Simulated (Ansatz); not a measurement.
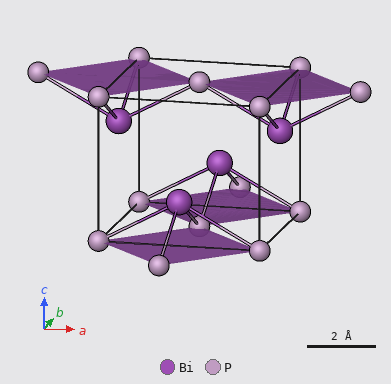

Polyhedral drawing of the structure, looking slightly off an axis. The parallelepiped is the conventional unit cell. Some atoms of the next cells are drawn as well.

BiP, space group P4/nmm (No. 129), a = 4.929 Å, b = 4.929 Å, c = 4.407 Å, α = 90.00°, β = 90.00°, γ = 90.00°. Origin of the cell: a structure type filled with these elements by a generator (whether the compound takes this form wasn't checked). Earlier steps of the study, as a rule a relaxation of our own, may have changed the cell and positions, so they can lie some per cent off the listed ones. It was the input of a calculation with Ansatz.

This one geometry was computed with Ansatz (DFT, plane waves, PAW) at four levels of theory: PBEsol, PBE with spin-orbit coupling, r2SCAN and LDA.

Which level gives the highest pressure at this volume, and what does that say about its equilibrium volume?

Highest: PBE with spin-orbit coupling (0.7 GPa), which points to the largest equilibrium volume. Lowest, with the smallest volume: LDA (-3.8 GPa). Levels within 0.5 GPa of each other can't be told apart.

How does the band gap change with the level of theory?

All levels give a metal, though semilocal functionals underestimate gaps and can close a small one.

Collect the results in a table.

| level | cutoff (eV) | k-mesh of the run's cell | gap (eV) | pressure (GPa) |
| --- | --- | --- | --- | --- |
| PBEsol | 420 | 8×8×8 | metal | -2.7 |
| PBE with spin-orbit coupling | 420 | 8×8×8 | metal | 0.7 |
| r2SCAN | 500 | 8×8×8 | metal | -0.9 |
| LDA | 420 | 8×8×8 | metal | -3.8 |

Gaps are taken on the k-mesh or band path of each run.
